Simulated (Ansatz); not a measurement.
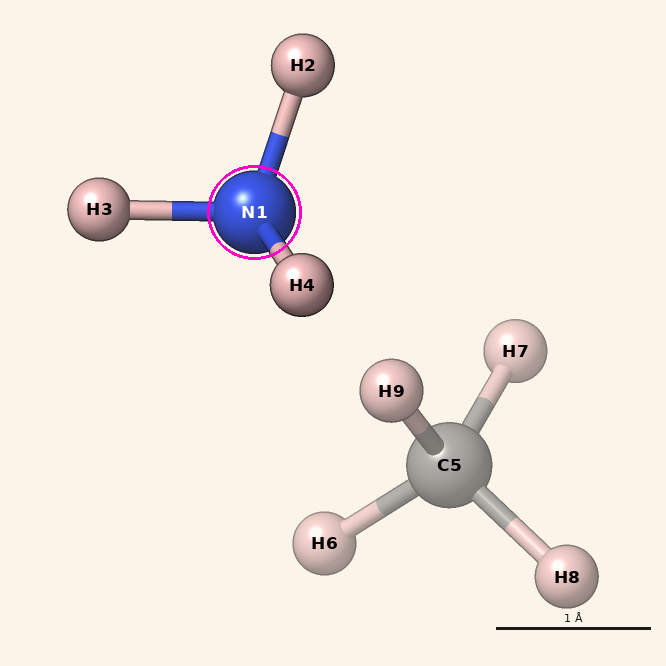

Orthographic view. Distant atoms are faded towards the background colour. The computed structure is the end point of a PBE0-D4/def2-TZVP optimisation.

**Which atoms are bonded to the circled atom?**

The circled atom is N1; it is bonded to H2, H3, H4.

**Of C5 and H9, which is nearer the viewer?**

H9; the bond to C5 points away from the viewer, so it looks shorter than its 1.09 Å.

**Which atom is nearest the viewer?**

H4, 2.4 Å in front of the mean position.
